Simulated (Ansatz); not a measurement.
Input

```
crystal:
  periodic: [false, false, false]
  atoms:
    - { symbol: Al, position_ang: [0.267923, 0.329964, 0.149642] }
    - { symbol: F, position_ang: [0.955583, -2.408918, 1.358772] }
    - { symbol: C, position_ang: [0.722403, 0.172378, -1.742701] }
    - { symbol: C, position_ang: [-1.521981, 0.68758, 0.839324] }
    - { symbol: H, position_ang: [1.417244, -1.660024, 1.607649] }
    - { symbol: H, position_ang: [1.410323, 0.212089, 1.19153] }
    - { symbol: H, position_ang: [0.244171, -0.719148, -2.185949] }
    - { symbol: H, position_ang: [1.806845, 0.081908, -1.914319] }
    - { symbol: H, position_ang: [0.359901, 1.03468, -2.328657] }
    - { symbol: H, position_ang: [-2.287481, 0.82525, 0.059525] }
    - { symbol: H, position_ang: [-1.525138, 1.588343, 1.477568] }
    - { symbol: H, position_ang: [-1.849793, -0.144102, 1.487616] }
basis:
  gaussian: { orbitals: def2-SVP }
hamiltonian:
  xc: pbe0
  dispersion: d4
relax:
  f_tol: 0.03
  max_steps: 50
output:
  orbitals: {}
```

Run with:

```sh
ansatz run input.yaml --threads 2 --pin off --max-ram 3072MiB --backend cpu --events-out ev --progress --plain --runs-dir out
```

The fields are those of the relaxed geometry.

Computed with RKS PBE0-D4/def2-SVP (Ansatz).

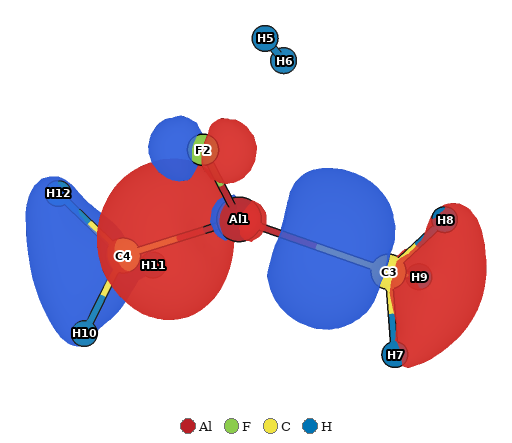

C₂H₆AlF···H₂. The HOMO at ±0.15 Å⁻³ᐟ² (blue and red are the two phases), seen at a tilt.

Question: Where does this orbital lie, and at what energy?

Answer: It lies mainly on C4 (about 30 %), C3 (about 30 %) and Al1 (about 20 %). Its energy is −7.77 eV.
